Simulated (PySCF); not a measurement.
# C2H2FNS (SMILES FC1(S)C=N1): HF/x2c-SVPall (sfX2C)

Aim: the vertical singlet–triplet gap of C2H2FNS at HF/x2c-SVPall (sfX2C), from 2 runs. The job is set up through a Python script.

Program for the calculation: PySCF 2.14.0.

## Step 1: Starting point

C2H2FNS: 7 atoms, total charge 0, spin state singlet. SMILES: `FC1(S)C=N1`. The coordinates come from a PBE0-D4/def2-TZVP relaxation. This is one conformer, not always the lowest.

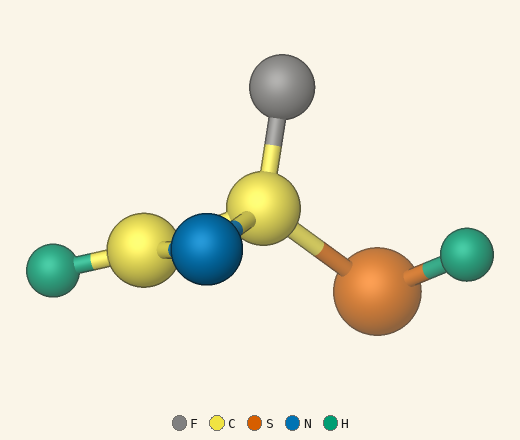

Viewed from a chosen angle; fluorine grey, carbon yellow, sulfur orange, nitrogen blue, hydrogen teal.

## Step 2: The energy at HF/x2c-SVPall (sfX2C)

job.py

```python
# FC1(S)C=N1
from pyscf import gto

mol = gto.Mole()
mol.atom = [
    ('F', (-0.920500, -1.323900, 0.173800)),
    ('C', (-0.150000, -0.203700, 0.075900)),
    ('S', (0.372900, 0.406500, 1.652100)),
    ('C', (-0.273800, 0.595700, -1.092400)),
    ('N', (0.718500, -0.178200, -1.112300)),
    ('H', (1.082000, -0.688200, 1.979900)),
    ('H', (-0.768000, 1.323700, -1.722600)),
]
mol.max_memory = 1860
mol.charge = 0
mol.basis = 'x2c-svpall'
mol.verbose = 3
mol.build()

hf = mol.RHF()
hf = hf.sfx2c1e()
hf.conv_tol = 1e-10
hf.kernel()
if not hf.converged:
    hf = hf.newton().run(hf.mo_coeff, hf.mo_occ)

etot = hf.e_tot
print('Final energy', etot)
```

Launch:

```
$ OMP_NUM_THREADS=1 python job.py
```

What it wrote:

```text
converged SCF energy = -629.125954811172
Final energy -629.1259548111722
```

Wall time 1.9 s (1 thread of Arm Neoverse V1, shared host); peak memory 0.18 GiB.

## Step 3: The triplet at the same level

mol.xyz

```xyz
7
C2H2FNS
F     -0.920500    -1.323900     0.173800
C     -0.150000    -0.203700     0.075900
S      0.372900     0.406500     1.652100
C     -0.273800     0.595700    -1.092400
N      0.718500    -0.178200    -1.112300
H      1.082000    -0.688200     1.979900
H     -0.768000     1.323700    -1.722600
```

run.py

```python
from pyscf import gto

mol = gto.Mole()
mol.atom = 'mol.xyz'
mol.verbose = 3
mol.spin = 2
mol.basis = 'x2c-svpall'
mol.max_memory = 1860
mol.build()

mf = mol.UHF()
mf = mf.x2c()
mf.conv_tol = 1e-10
mf.kernel()
if not mf.converged:
    mf = mf.newton().run(mf.mo_coeff, mf.mo_occ)

etot = mf.e_tot
print('E = %.10f Eh' % etot)
```

Launch:

```
$ OMP_NUM_THREADS=1 python run.py
```

What it wrote:

```text
WARN: HOMO 0.0249290714221511 >= LUMO -0.233387283853615

converged SCF energy = -628.977528013332  <S^2> = 2.0307125  2S+1 = 3.0204056
E = -628.9775280133 Eh
```

Wall time 4.2 s (1 thread of Arm Neoverse V1, shared host); peak memory 0.18 GiB.

## Step 4: What came out

At HF/x2c-SVPall (sfX2C):

| quantity | value |
| --- | --- |
| singlet: total energy | -629.12595 Eh |
| singlet: dipole moment | 1.91 D |
| singlet: HOMO energy | -10.48 eV |
| singlet: LUMO energy | 3.20 eV |
| singlet: HOMO–LUMO gap | 13.68 eV |
| triplet: total energy | -628.97753 Eh |
| triplet: dipole moment | 0.79 D |
| triplet: HOMO energy (highest over α and β) | -7.78 eV |
| triplet: LUMO energy (lowest over α and β) | -0.54 eV |
| triplet: ⟨S²⟩ | 2.031 |
| vertical energy of the triplet above the singlet | 4.039 eV |

In words: At this shape the triplet lies 4.04 eV (390 kJ/mol) above the singlet. Mulliken charges (triplet) run from -0.31 on F1 to +0.37 on C2; they depend strongly on the basis.
